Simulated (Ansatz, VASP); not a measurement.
# Cross-check of YNiI between VASP and Ansatz

Wanted: the spread between two codes on one cell, functional and k mesh. The cell is invented: other elements were put on sites of a known structure type. It may not be a known or stable phase. The cell comes out of the VASP series on this material, whose earlier steps may have relaxed, scaled or displaced it; both programs get it as it stands.

Method: plane waves, with VASP 6.6.1 beside it; single point at PBE, in Ansatz 0.2.0.

### Step 1. The starting structure

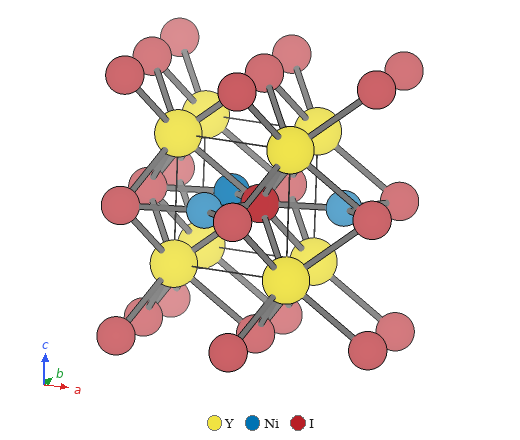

Start, viewed slightly off an axis; yttrium yellow, nickel blue, iodine red. Some periodic images of atoms are drawn too.

Coordinates:

```xyz
3
Lattice="4.3699 0.0000 0.0000 -2.1850 3.7845 0.0000 0.0000 0.0000 3.8882" Properties=species:S:1:pos:R:3 pbc="T T T"
Y     0.0000    0.0000    0.0000
Ni    0.0000    2.5230    1.9441
I     2.1850    1.2615    1.9441
```

### Step 2. VASP: single point, PBE

With cell and atoms fixed, the geometry can't cause a difference; cores, projectors, grids and the points listed under the comparison can.

Lines of VASP's logs that name or quote its potential files are left out, and so is its time.

The input, INCAR:

```
SYSTEM = YNiI
PREC = Accurate
ENCUT = 400
EDIFF = 1E-06
NELM = 100
ISMEAR = -1
SIGMA = 0.05
LREAL = .FALSE.
ALGO = Normal
GGA = PE
NBANDS = 21
ISPIN = 2
MAGMOM = 0 1 0
LMAXMIX = 4
LORBIT = 11
LWAVE = .FALSE.
LCHARG = .TRUE.
ISIF = 2
LELF = .TRUE.
LVHAR = .TRUE.
```

The input, POSCAR:

```
YNiI
1.0
    4.3699115566      0.0000000000      0.0000000000
   -2.1849557783      3.7844544223      0.0000000000
    0.0000000000      0.0000000000      3.8882143410
Y Ni I
1 1 1
Direct
    0.0000000000      0.0000000000      0.0000000000
    0.3333333300      0.6666666700      0.5000000000
    0.6666666700      0.3333333300      0.5000000000
```

The input, KPOINTS:

```
Automatic mesh
0
Gamma
5 5 5
0 0 0
```

Potentials, in the order of the species: Y_sv, Ni and I (PBE family, release 64).

Run with:

```bash
$ mpirun -np 1 vasp_std
```

Numbers of over 12 decimals in the logs are rounded to 6 here.

The program printed:

```text
[banner, memory and clock lines left out]
running    1 mpi-ranks, on    1 nodes
 distrk:  each k-point on    1 cores,    1 groups
 distr:  one band on    1 cores,    1 groups

 POSCAR found type information on POSCAR Y NiI
 POSCAR found :  3 types and       3 ions
 LDA part: xc-table for (Slater+PW92), standard interpolation
 POSCAR, INCAR and KPOINTS ok, starting setup
 FFT: planning ... GRIDC
 FFT: planning ... GRID_SOFT
 FFT: planning ... GRID
 WAVECAR not read
 entering main loop
       N       E                     dE             d eps       ncg     rms          rms(c)
DAV:   1     0.144420523656E+03    0.14442E+03   -0.10998E+04  1260   0.111E+03
DAV:   2    -0.538639821216E+01   -0.14981E+03   -0.14409E+03  1325   0.277E+02
DAV:   3    -0.143532510532E+02   -0.89669E+01   -0.87765E+01  1592   0.662E+01
DAV:   4    -0.147663659274E+02   -0.41311E+00   -0.41094E+00  1882   0.121E+01
DAV:   5    -0.147721268860E+02   -0.57610E-02   -0.57593E-02  1560   0.149E+00    0.260E+01
DAV:   6    -0.148617589709E+02   -0.89632E-01   -0.73326E+00  1555   0.282E+01    0.151E+01
DAV:   7    -0.155074309185E+02   -0.64567E+00   -0.17721E+01  1740   0.428E+01    0.193E+01
DAV:   8    -0.142621116928E+02    0.12453E+01   -0.13265E+01  1656   0.317E+01    0.361E+00
DAV:   9    -0.142100188680E+02    0.52093E-01   -0.41489E-01  1794   0.659E+00    0.130E+00
DAV:  10    -0.142083659256E+02    0.16529E-02   -0.29869E-02  1888   0.114E+00    0.865E-01
DAV:  11    -0.142079454839E+02    0.42044E-03   -0.24680E-03  1538   0.304E-01    0.198E-01
DAV:  12    -0.142079915541E+02   -0.46070E-04   -0.34763E-04  1679   0.166E-01    0.800E-02
DAV:  13    -0.142079771318E+02    0.14422E-04   -0.35675E-05  1753   0.394E-02    0.300E-02
DAV:  14    -0.142079714044E+02    0.57274E-05   -0.98357E-06  1788   0.184E-02    0.103E-02
DAV:  15    -0.142079713018E+02    0.10266E-06   -0.12919E-06  1126   0.963E-03
   1 F= -.14207971E+02 E0= -.14204987E+02  d E =-.596899E-02  mag=    -0.0000
```

Parts of OUTCAR (step 2):

```text
ion  position               nearest neighbor table
   1  0.000  0.000  0.000-   2 3.19   3 3.19   2 3.19   3 3.19   3 3.19   3 3.19   2 3.19   2 3.19
                             3 3.19   3 3.19   2 3.19   2 3.19
   2  0.333  0.667  0.500-   3 2.52   3 2.52   3 2.52   1 3.19   1 3.19   1 3.19   1 3.19   1 3.19
                             1 3.19
   3  0.667  0.333  0.500-   2 2.52   2 2.52   2 2.52   1 3.19   1 3.19   1 3.19   1 3.19   1 3.19
                             1 3.19

  LATTYP: Found a hexagonal cell.
 ALAT       =     4.3699115566
 C/A-ratio  =     0.8897695733

 Subroutine GETGRP returns: Found 12 space group operations
 (whereof 12 operations were pure point group operations)

The static configuration has the point symmetry D_3h.

 Found     15 irreducible k-points:

   k-points           NKPTS =     15   k-points in BZ     NKDIM =     15   number of bands    NBANDS=     21

   dimension x,y,z NGX =    30 NGY =   30 NGZ =   28
   dimension x,y,z NGXF=    60 NGYF=   60 NGZF=   56

   ENCUT  =  400.0 eV  29.40 Ry    5.42 a.u.   7.13  7.13  6.34*2*pi/ulx,y,z

   NELECT =      28.0000    total number of electrons

 k-points in reciprocal lattice and weights: Automatic mesh
   0.00000000  0.00000000  0.00000000       0.008
   0.20000000  0.00000000  0.00000000       0.048
   0.40000000  0.00000000  0.00000000       0.048
   0.20000000  0.20000000  0.00000000       0.048
   0.40000000  0.20000000  0.00000000       0.048
   0.00000000  0.00000000  0.20000000       0.016
   0.20000000  0.00000000  0.20000000       0.096
   0.40000000  0.00000000  0.20000000       0.096
   0.20000000  0.20000000  0.20000000       0.096
[...]
0.20000000  0.20000000  0.40000000       0.096
   0.40000000  0.20000000  0.40000000       0.096

 average (electrostatic) potential at core
       1 -33.3596       2 -83.3006       3 -90.7374

 E-fermi :   8.2175

 spin component 1
 k-point     1 :       0.0000    0.0000    0.0000
  band No.  band energies     occupation
    ...
     10       6.1787      1.00000
     11       6.2115      1.00000
     12       6.2115      1.00000
     13       6.7084      1.00000
     14       6.7084      1.00000
     15       8.2371      0.40302
     16      10.0154      0.00000
     17      10.0154      0.00000
     18      10.1397      0.00000
     19      10.1397      0.00000
    ...

 k-point     2 :       0.2000    0.0000    0.0000
  band No.  band energies     occupation
    ...
     10       6.1431      1.00000
     11       6.1509      1.00000
     12       6.3172      1.00000
     13       6.4949      1.00000
     14       7.1762      1.00000
     15       8.5652      0.00095
     16       9.3129      0.00000
     17       9.8679      0.00000
     18      10.1504      0.00000
     19      10.5251      0.00000
    ...

 k-point     3 :       0.4000    0.0000    0.0000
  band No.  band energies     occupation
    ...
     10       5.9423      1.00000
     11       6.0567      1.00000
     12       6.1175      1.00000
     13       6.6688      1.00000
     14       7.3643      1.00000
     15       9.4582      0.00000
     16      10.0789      0.00000
     17      10.1303      0.00000
     18      10.1659      0.00000
     19      10.2783      0.00000
    ...

 k-point     4 :       0.2000    0.2000    0.0000
  band No.  band energies     occupation
    ...
     10       5.8803      1.00000
     11       6.1693      1.00000
     12       6.1924      1.00000
     13       6.5311      1.00000
     14       8.0142      0.98314
     15       8.4931      0.00402
     16       9.5162      0.00000
     17       9.8403      0.00000
     18      10.3545      0.00000
     19      11.2549      0.00000
    ...

 k-point     5 :       0.4000    0.2000    0.0000
  band No.  band energies     occupation
    ...
     10       5.8732      1.00000
     11       6.0662      1.00000
     12       6.1766      1.00000
     13       6.8353      1.00000
     14       7.9920      0.98912
     15       8.8941      0.00000
     16       9.1077      0.00000
     17       9.6834      0.00000
     18      11.3917      0.00000
     19      11.5734      0.00000
    ...

 k-point     6 :       0.0000    0.0000    0.2000
  band No.  band energies     occupation
    ...
     10       6.0692      1.00000
     11       6.0971      1.00000
     12       6.7234      1.00000
     13       6.8209      1.00000
     14       6.8209      1.00000
     15       8.7461      0.00003
     16       8.7461      0.00003
     17       8.8436      0.00000
     18      10.7940      0.00000
     19      10.7940      0.00000
    ...

  Total        0.0312133      0.0312133     -0.1245031      0.0000000      0.0000000      0.0000000
  in kB        0.7777227      0.7777227     -3.1021642      0.0000000      0.0000000      0.0000000
  external PRESSURE =      -0.5155729 kB  Pullay stress =       0.0000000 kB

  energy-cutoff  :      400.00
  volume of cell :       64.30
      direct lattice vectors                 reciprocal lattice vectors
     4.369911557  0.000000000  0.000000000     0.228837583  0.132119440  0.000000000
    -2.184955778  3.784454422  0.000000000     0.000000000  0.264238881  0.000000000
     0.000000000  0.000000000  3.888214341     0.000000000  0.000000000  0.257187468

 POSITION                                       TOTAL-FORCE (eV/Angst)
 -----------------------------------------------------------------------------------
      0.00000      0.00000      0.00000         0.000000      0.000000      0.000000
     -0.00000      2.52297      1.94411         0.000000      0.000000      0.000000
      2.18496      1.26148      1.94411        -0.000000      0.000000      0.000000
 -----------------------------------------------------------------------------------
    total drift:                               -0.000006      0.000003     -0.000000

  FREE ENERGIE OF THE ION-ELECTRON SYSTEM (eV)
  ---------------------------------------------------
  free  energy   TOTEN  =       -14.2079713018 eV

  energy  without entropy=      -14.2020023100  energy(sigma->0) =      -14.20498681

 total charge
# of ion       s       p       d       f       tot
--------------------------------------------------
    1        2.168   6.227   1.039   0.035   9.469
    2        0.403   0.390   8.516   0.000   9.309
    3        1.494   2.672   0.181   0.000   4.347
--------------------------------------------------
tot          4.065   9.289   9.736   0.035  23.124

 magnetization (x)
# of ion       s       p       d       f       tot
--------------------------------------------------
    1        0.000   0.000   0.000   0.000   0.000
    2       -0.000  -0.000  -0.000   0.000  -0.000
    3       -0.000  -0.000  -0.000   0.000  -0.000
--------------------------------------------------
tot         -0.000  -0.000   0.000   0.000   0.000

[... 6 further parts left out ...]
```

The run ends at a pressure of -0.05 GPa.

### Step 3. Ansatz: single point, PBE

Ansatz runs on its default PAW (the set named soft_2) files.

The same cell, functional, mesh and smearing now go to Ansatz, which takes its cutoff from its data sets.

The input, input.yaml:

```yaml
crystal:
  lattice:
    - [4.3699115566, 0.0, 0.0]
    - [-2.1849557783, 3.7844544223, 0.0]
    - [0.0, 0.0, 3.888214341]
  atoms:
    - { symbol: "Y", position: [0.0, 0.0, 0.0] }
    - { symbol: Ni, position: [0.33333333, 0.66666667, 0.5], spin: 1.0 }
    - { symbol: I, position: [0.66666667, 0.33333333, 0.5] }
hamiltonian:
  xc: pbe
  pseudopotentials: { kind: paw }
magnetization:
  spin_polarized: true
kpoints:
  mp_grid: { grid: [5, 5, 5] }
scf:
  occupations: { method: fermi_dirac, width: 0.05 }
  n_extra_bands: 6
output:
  forces: true
  stress: true
  eigenvalues: true
```

Run with:

```bash
$ ansatz run input.yaml --threads 2 --pin off --max-ram 4608MiB --backend cpu --events-out ev --progress --plain --runs-dir out
```

The program printed:

```text
scf.n_extra_bands = 6 over 23 filled bands (N_el = 46.0): the run solves 29 bands
Engine: ansatz 0.2.0, aarch64-unknown-linux-gnu
Pseudopotentials: kind: paw
Pseudopotential: Y, paw, valence charge 11, recommended cutoff 420 eV (normal), Y.paw.azcp
Pseudopotential: Ni, paw, valence charge 18, recommended cutoff 420 eV (normal), Ni.paw.azcp
Pseudopotential: I, paw, valence charge 17, recommended cutoff 420 eV (normal), I.paw.azcp
Functional definition: PBE
  parameter kappa = 0.804
  parameter beta = 0.066725
  exchange = pbe_x(kappa = kappa, mu = beta*pi^2/3)
  correlation = pbe_c(beta = beta)
Crystal: 3 atoms, lattice volume = 64.302 Å³
Basis set: ecut = 420 eV, 1279 PW (Γ), exchange–correlation on 60×60×54 points (8 copies of the dense FFT grid, shifted against one another)
Bands: 29, of which v1, the nominal top of the filled ones, is band 23 counted from 1 (22 counted from 0)
Symmetry: 12 space group operations
Space group: P-6m2 (ITA 187), of the structure as read, at distance tolerance 4.0e-5 Å
Magnetic group: BNS 187.209 (UNI 1439), of the structure as read, at distance tolerance 4.0e-5 Å
k-points: 15 of 125 (time reversal used)
Non-local potential: Y, projectors of the file, l = 0: 3, l = 1: 2, l = 2: 2, l = 3: 1
Non-local potential: Ni, projectors of the file, l = 0: 3, l = 1: 2, l = 2: 3, l = 3: 1
Non-local potential: I, projectors of the file, l = 0: 2, l = 1: 2, l = 2: 2, l = 3: 2
PAW form: soft (Blöchl's): semilocal exchange-correlation on the pseudo side does not see the compensation charge
PAW one-centre angular grid: Y, 590 points (default); XC on 64 Gauss nodes
PAW one-centre angular grid: Ni, 590 points (default); XC on 64 Gauss nodes
PAW one-centre angular grid: I, 590 points (default); XC on 64 Gauss nodes
Initial density: superposition of atomic densities (chi_scale 0.1, normalization cell, long waves kept (reshape's long-wave potential 0.00 eV rms))
Starting moments: Σ|m| = 1 μB on 1 of 3 sites
Initial wavefunctions: pseudopotential atomic-orbital guess
Functional: x = pbe(κ = 0.804, μ = 0.219515), c = pbe(β = 0.066725)
SCF iter   1: F=—  HF=-17203.108478 eV  |F-HF|=—  |Δ(HF+E_count)|=         —  Δρ=1.14e-1 (↑3.94e-2 ↓1.14e-1)  dr2=1.74e1  dr2_m=1.60e0  M=0.039 μB ∫|m|=0.155 μB  β_m=0.30  ethr=3.10e-3  ⟨swp⟩=6.0  Hψ=3541  notcnv=0
Mixer restart at iter 1: flushing history
preconditioner: auto → Kerker (q_TF=auto, 2.580 Å⁻¹)  [metal: Δε(μ)=0.032 eV  Ē_g=6.179 eV  σ=0.050 eV  W_gap=0.16  n_scr=20 (ndim 8)  ℏωp=20.7 eV  f_vac=0.000  D(μ)=0.82/eV (n_scr^D=0)]
spin=Collinear: Kerker preconditioning applied to the charge; magnetization (m = ρ↑ − ρ↓) channel mixes plain (no charge-response kernel on spin).
SCF iter   2: F=—  HF=-17203.267786 eV  |F-HF|=—  |Δ(HF+E_count)|=   1.59e-1  Δρ=5.44e-2 (↑4.16e-2 ↓5.44e-2)  dr2=6.61e0  dr2_m=8.24e-1  M=0.025 μB ∫|m|=0.149 μB  β_m=0.44  ethr=3.10e-3  ⟨swp⟩=3.0  Hψ=2082  notcnv=0  defer=10
SCF iter   3: F=—  HF=-17202.364402 eV  |F-HF|=—  |Δ(HF+E_count)|=   9.03e-1  Δρ=5.72e-2 (↑2.48e-2 ↓5.72e-2)  dr2=4.89e0  dr2_m=1.77e-1  M=0.006 μB ∫|m|=0.067 μB  β_m=0.41  ethr=3.10e-3  ⟨swp⟩=3.0  Hψ=1730  notcnv=0  defer=9
SCF iter   4: F=—  HF=-17202.130278 eV  |F-HF|=—  |Δ(HF+E_count)|=   2.34e-1  Δρ=7.70e-3 (↑7.70e-3 ↓7.06e-3)  dr2=2.69e-1  dr2_m=2.71e-4  M=-0.002 μB ∫|m|=0.025 μB  β_m=0.67  ethr=3.10e-3  ⟨swp⟩=3.7  Hψ=1759  notcnv=0  defer=9
SCF iter   5: F=—  HF=-17202.030573 eV  |F-HF|=—  |Δ(HF+E_count)|=   9.97e-2  Δρ=5.48e-3 (↑4.36e-3 ↓5.48e-3)  dr2=4.44e-2  dr2_m=2.76e-4  M=-0.001 μB ∫|m|=0.002 μB  β_m=0.84  ethr=5.84e-4  ⟨swp⟩=2.6  Hψ=1606  notcnv=0  defer=15
SCF iter   6: F=—  HF=-17202.054126 eV  |F-HF|=—  |Δ(HF+E_count)|=   2.36e-2  Δρ=3.71e-3 (↑3.71e-3 ↓3.44e-3)  dr2=2.74e-2  dr2_m=1.31e-5  M=0.000 μB ∫|m|=0.001 μB  β_m=0.92  ethr=9.65e-5  ⟨swp⟩=2.0  Hψ=1215  notcnv=0  defer=15
SCF iter   7: F=—  HF=-17202.051918 eV  |F-HF|=—  |Δ(HF+E_count)|=   2.21e-3  Δρ=4.10e-4 (↑4.10e-4 ↓3.90e-4)  dr2=8.16e-4  dr2_m=8.00e-7  M=-0.000 μB ∫|m|=0.000 μB  β_m=0.93  ethr=5.96e-5  ⟨swp⟩=2.0  Hψ=1212  notcnv=0  defer=15
SCF iter   8: F=—  HF=-17202.051855 eV  |F-HF|=—  |Δ(HF+E_count)|=   6.31e-5  Δρ=6.58e-4 (↑6.58e-4 ↓5.69e-4)  dr2=7.12e-4  dr2_m=1.30e-6  M=-0.000 μB ∫|m|=0.000 μB  β_m=0.97  ethr=1.77e-6  ⟨swp⟩=2.0  Hψ=1444  notcnv=0  defer=15
SCF iter   9: F=—  HF=-17202.051771 eV  |F-HF|=—  |Δ(HF+E_count)|=   8.45e-5  Δρ=1.80e-4 (↑1.80e-4 ↓1.77e-4)  dr2=6.47e-5  dr2_m=1.45e-8  M=0.000 μB ∫|m|=0.000 μB  β_m=0.98  ethr=1.55e-6  ⟨swp⟩=2.0  Hψ=1053  notcnv=0  defer=15
SCF iter  10: F=—  HF=-17202.051771 eV  |F-HF|=—  |Δ(HF+E_count)|=   3.81e-7  Δρ=1.63e-5 (↑1.49e-5 ↓1.63e-5)  dr2=5.42e-7  dr2_m=1.26e-9  M=0.000 μB ∫|m|=0.000 μB  β_m=0.99  ethr=1.41e-7  ⟨swp⟩=2.0  Hψ=1057  notcnv=0  defer=15
SCF iter  11: F=—  HF=-17202.051771 eV  |F-HF|=—  |Δ(HF+E_count)|=   1.18e-8  Δρ=1.34e-5 (↑1.34e-5 ↓1.25e-5)  dr2=3.62e-7  dr2_m=1.21e-10  M=0.000 μB ∫|m|=0.000 μB  β_m=1.00  ethr=1.18e-9  ⟨swp⟩=2.0  Hψ=1212  notcnv=0  defer=15
SCF iter  12: F=—  HF=-17202.051771 eV  |F-HF|=—  |Δ(HF+E_count)|=   1.82e-9  Δρ=2.92e-6 (↑2.92e-6 ↓2.26e-6)  dr2=1.62e-8  dr2_m=7.38e-11  M=-0.000 μB ∫|m|=0.000 μB  β_m=1.00  ethr=7.87e-10  ⟨swp⟩=2.0  Hψ=1008  notcnv=0  defer=15
SCF iter  13: F=-17202.051771 eV  HF=-17202.051771 eV  |F-HF|=1.61e-8  |Δ(HF+E_count)|=   4.75e-9  Δρ=2.80e-6 (↑2.80e-6 ↓2.74e-6)  dr2=1.61e-8  dr2_m=5.74e-13  M=-0.000 μB ∫|m|=0.000 μB  ethr=3.52e-11  ⟨swp⟩=6.3  Hψ=3543  notcnv=0
SCF 1 converged in 13 iterations: F = -17202.051771 eV  dr2 = 1.61e-8
  greatest PAW one-centre occupation: 1.001 electrons in one spin orbital (limit 2), on the Ni atom at site 1 (counted from 0), in its partial waves of l = 1
WARN: the starting moments were not kept: the SCF closed with an absolute magnetisation of 1.0e-6 μB, where they sum to 1 μB in size (1 site). That is at most 0.1 of that sum. Measured as dr2_m measures the in/out step, that magnetisation stands 7.5e-13 eV from none, at or under the dr2_threshold of 1.0e-7 eV: it is no larger than a step whose dr2_m would equal this threshold. The system may hold no moment; this SCF  [...]
SCF converged after 13 iterations
Magnetization: -0.0000 μB (23.0000 up, 23.0000 down)
Absolute magnetization: 0.0000 μB (∫|ρ↑−ρ↓|, with the PAW one-centre terms)
Spin contamination: 0.0000 ħ² per cell (⟨S²⟩ above its minimum at these occupations)
Per-site moments (μB) at R_I (Å): [(7.121906322877939e-8, 1.313858), (-3.9516072847405003e-7, 1.040725), (-4.5808139072802075e-8, 1.040725)]
Free energy (F): -17202.051771 eV
Harris-Foulkes:  -17202.051771 eV  (|F-HF|=1.61e-8)
Internal energy: -17202.045974 eV  (E = F + TS)
E sigma→0 (E₀):  -17202.048872 eV
Entropy (-TS):   -0.005797 eV (-1.932 meV/atom)
Fermi energy:    14.451078 eV
--- Per-component energies (eV) ---
  E_band       = -725.660207
  E_kinetic    = 783.482410
  E_local      = -6760.835816  (includes V_loc(G=0)·N_el)
  E_nonlocal   = 603.345966
  E_hartree    = 3049.083382
  E_xc         = -387.233211
  E_vxc        = -438.728201  (∫ρ·V_xc dr)
  E_paw        = -9280.248745  (= ΣΔE_a)
  E_vpaw       = -1011.080364  (= ΣTr[D̂ρ^β])
  E_aug_tail   = 0.000504  (compensation charges beyond the density's cutoff)
  E_ewald      = -5209.640463
  E_smearing   = -0.005797  (= −TS)
  E_closure    = -0.000000  (closes the sum)
  Σ components = -17202.051771   (vs F -17202.051771, Δ=0.00e0)
--- Forces (eV/Å), atoms counted from 1 ---
  atom   1  Y      0.00000000     0.00000000     0.00000000
  atom   2  Ni    -0.00000000     0.00000000     0.00000000
  atom   3  I      0.00000000     0.00000000     0.00000000
  max |Σ_I F_I| component: 1.20e-16 eV/Å
--- Stress (GPa, compression-positive) ---
        0.277236       0.000000       0.000000
        0.000000       0.277236       0.000000
        0.000000       0.000000      -0.161789
  P = ⅓ Tr σ = 0.1309 GPa (1.309 kbar)
--- Band table (eV; the first three rows and the last of 30) ---
  k-point 0 ↑: bands = [... 19 lower, 12.4429, 12.4429, 12.9437, 12.9437, 14.4732, 16.2533, 16.2533, 16.3772, ... 2 higher]
  k-point 1 ↑: bands = [... 19 lower, 12.3239, 12.9409, 13.0546, 13.0546, 14.9843, 14.9843, 15.0759, 17.0284, ... 2 higher]
  k-point 2 ↑: bands = [... 19 lower, 12.8511, 13.3672, 13.3672, 14.2443, 14.5275, 14.5275, 15.6617, 15.6617, ... 2 higher]
  k-point 14 ↓: bands = [... 19 lower, 12.1580, 12.6311, 12.8032, 13.4933, 15.5411, 16.6214, 16.8093, 17.6162, ... 2 higher]
```

Elapsed: 5.9 s, on 2 threads of Arm Neoverse V1, shared host; peak memory 0.38 GiB.

The column dr2 measures how far the density is from self-consistency, as an energy; F and HF (Harris–Foulkes) agree once it is small.

The run ends at a pressure of 0.13 GPa.

### Step 4. Differences

Known differences besides the PAW data sets themselves: the data sets hold 46 valence electrons in Ansatz (default PAW (the set named soft_2) files) and 28 in VASP; the cutoff is 420 eV in Ansatz and 400 eV in VASP; VASP leaves aspherical gradient terms in its spheres out (LASPH is not set), Ansatz keeps them. Total energies have different zeros and are not compared.

Compared:

```
              quantity  Ansatz   VASP  difference
        pressure (GPa)    0.13  -0.05       +0.18
gap on the k mesh (eV)   0.146  0.141      +0.005
```

### Step 5. What came out

```json
{
 "difference in gap on the k mesh (single point, PBE)": "0.0046 eV"
}
```

In words: The difference in gap on the k mesh is 0.0046 eV (single point, PBE), within the 0.08 eV picked in this series as the mark of a large difference. How closely two codes agree says nothing of how well the functional describes the real material.

[Lines on the potential files, build, host, timing and source positions are cut from VASP's logs without a mark.]

[Logs are printed without paths, hosts, clocks, repeated set-up lines and the standing remarks that a program may print on its own settings, such as how far it seeks lower states.]

[Hosts, paths, dates, database ids (printed as entryN), source tags and the programs' standing remarks are cut or masked in the printed files.]
